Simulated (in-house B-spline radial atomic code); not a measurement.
# Fe¹²⁺: density, ELF and screening along the radius

Aim: the shell structure of Fe¹²⁺ in the radial density, the electron localisation function and the screened nuclear charge, under several settings.

Program: in-house B-spline radial atomic code version 1. Level of theory: several methods, spin-polarised, as named in each step; spherical all-electron atom at the radial basis limit. These are calculated values, not measurements, unless marked.

## Step 1: The system

```
element       : iron (Z = 26)
charge        : +12
electrons     : 14
configuration : [Ne] 3s2 3p2
nucleus       : point (non-relativistic runs) or finite (X2C runs)
```

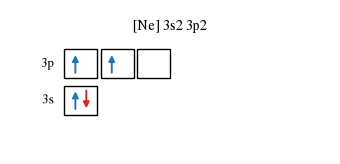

The shells outside the core, filled by Hund's rule for the drawing.

Where spins are not typed, each open shell is filled with up spins first.

## Step 2: PBE, X2C, [Ne] 3s2 3p2

Settings of the run:

```ini
Z = 26
electrons = 14.0
configuration = [Ne] 3s2 3p2
hamiltonian = x2c
method = pbe,pbe
spin_polarised = True
nucleus = fermi
rms_radius = 3.7377
mass_number = 56
atomic_mass = 55.934935537
speed_of_light = 137.035999084
```

On the command line:

```
> python run_scf.py task.json out
```

The settings of every run stand in task.json; they run in order.

## Step 3: Hartree-Fock, X2C, [Ne] 3s2 3p2

Changes to the settings of step 2:

```diff
@@ -4,3 +4,3 @@
 hamiltonian = x2c
-method = pbe,pbe
+method = hf
 spin_polarised = True
```

## Step 4: r2SCAN, X2C, [Ne] 3s2 3p2

Changes to the settings of step 3:

```diff
@@ -4,3 +4,3 @@
 hamiltonian = x2c
-method = hf
+method = r2scan
 spin_polarised = True
```

## Step 5: PBE, X2C, [He] 2s2 2p5 3s2 3p2 4p1

Changes to the settings of step 4:

```diff
@@ -2,5 +2,5 @@
 electrons = 14.0
-configuration = [Ne] 3s2 3p2
+configuration = [He] 2s2 2p5 3s2 3p2 4p1
 hamiltonian = x2c
-method = r2scan
+method = pbe,pbe
 spin_polarised = True
```

## Step 6: r2SCAN, X2C, [Ne] 3s1 3p2 4p1

Settings of the run:

```ini
Z = 26
electrons = 14.0
configuration = [Ne] 3s1 3p2 4p1
hamiltonian = x2c
method = r2scan
spin_polarised = True
nucleus = fermi
rms_radius = 3.7377
mass_number = 56
atomic_mass = 55.934935537
speed_of_light = 137.035999084
```

**Question.** How large is the system in each run, where do the shell borders lie, and what is the highest level?

As calculated:

| run | total energy (hartree) | highest level (eV) | radius holding 50 / 90 / 99 % (bohr) | radius at n = 0.001 (bohr) | ELF minima on the full grid (bohr) |
| --- | --- | --- | --- | --- | --- |
| PBE, X2C, [Ne] 3s2 3p2 | -1210.7264 | -344.29 | 0.249 / 0.783 / 1.21 | 1.69 | 0.094, 0.44 |
| Hartree-Fock, X2C, [Ne] 3s2 3p2 | -1210.3475 | -358.83 | 0.249 / 0.785 / 1.21 | 1.69 | 0.095, 0.44 |
| r2SCAN, X2C, [Ne] 3s2 3p2 | -1210.9036 | -345.06 | 0.249 / 0.784 / 1.20 | 1.69 | 0.094, 0.44 |
| PBE, X2C, [He] 2s2 2p5 3s2 3p2 4p1 | -1177.7325 | -177.87 | 0.270 / 0.944 / 1.87 | 2.41 | 0.097, 0.43, 1.1 |
| r2SCAN, X2C, [Ne] 3s1 3p2 4p1 | -1203.3600 | -173.77 | 0.250 / 0.914 / 1.91 | 2.45 | 0.099, 0.44, 1.1 |

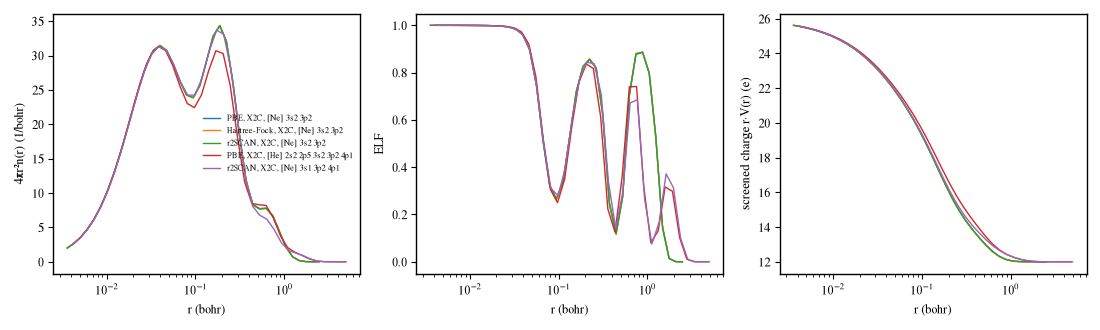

Radial density, ELF and screened nuclear charge of all runs.

**Reading.** In the first run ELF has 2 minima on the grid, which mark the borders between shells. On the record's full grid the screened charge (r times the electrostatic potential) falls from 25.9 near the nucleus to 12.00 at 2.5 bohr; far out it tends to the net charge, 12. The radius that holds 99 % of the electrons runs from 1.20 bohr (r2SCAN, X2C, [Ne] 3s2 3p2) to 1.91 bohr (r2SCAN, X2C, [Ne] 3s1 3p2 4p1). The grid is coarse (about 19 % a step), so the places of minima are rough. For X2C runs ELF uses the non-relativistic kinetic energy density, and the fields carry no picture-change correction.
